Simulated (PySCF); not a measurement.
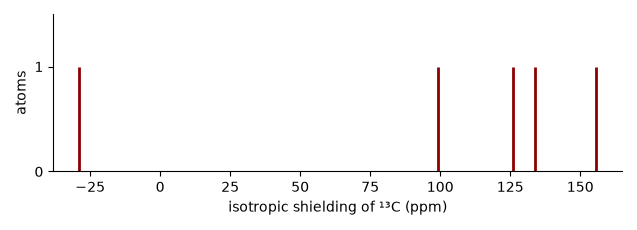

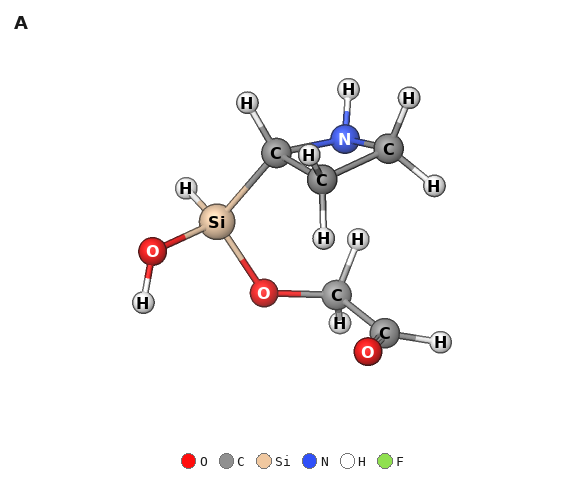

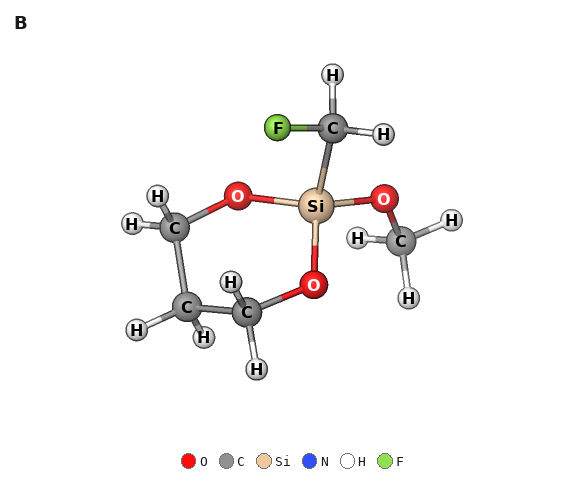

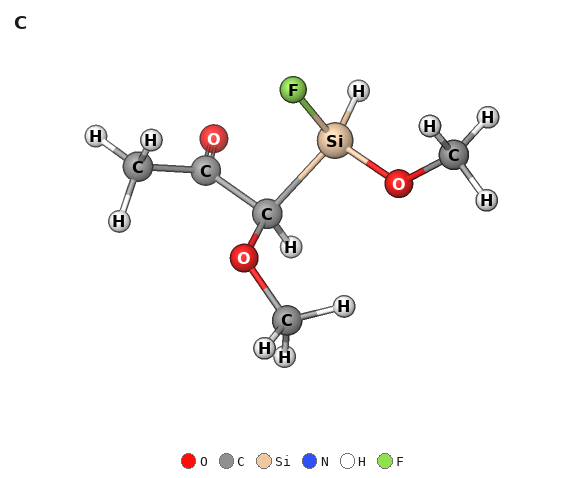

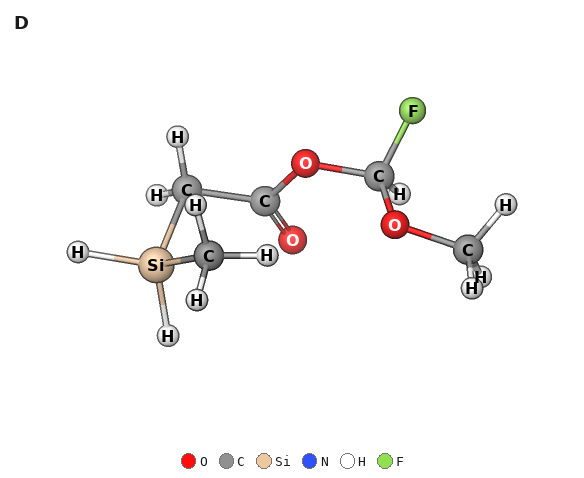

The sticks are computed shieldings of one of the molecules, for one fixed geometry (GFN2-xTB) without averaging over rotations. Low shielding means a high chemical shift. Method: GIAO PBE0/pcSseg-1 NMR shielding, non-relativistic, gas phase (PySCF 2.14.0).

### Match the spectrum to a structure.

C, `CO[C@@H](C(C)=O)[Si@@H](F)OC`. Its 5 C atoms give lines at −29.0, 99.0, 125.9, 133.7, 155.7 ppm.

The geometry is semi-empirical. Around Si such bond lengths and angles can be off by a tenth of an ångström or more and by several degrees, and values that hang on the shape move with them.
